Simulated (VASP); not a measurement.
Band structure of PbSe (rock salt). Calculation: PBEsol GGA, VASP's PBE PAW potentials (set 64) (plane waves; VASP).

Unless said otherwise, spin-orbit coupling is left out, though it shifts the bands of the heavy elements here.

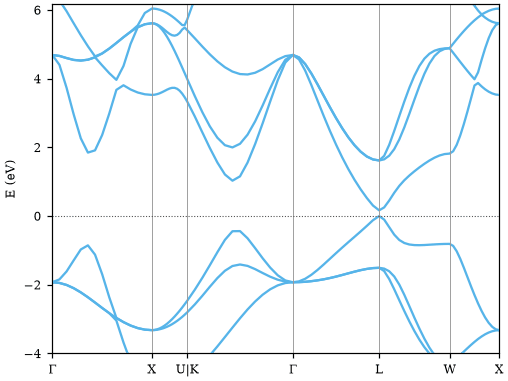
Figure: Bands along high-symmetry lines, zero at the valence-band maximum or, without a gap, the Fermi level

Problem. Read the plot: is there a gap, and where are the band edges?

Solution. The gap is direct, 0.17 eV, from the valence maximum at L to the conduction minimum at L. (Edges off the drawn lines would not show.)

The compound is PbSe in the rock salt structure. It was relaxed first.
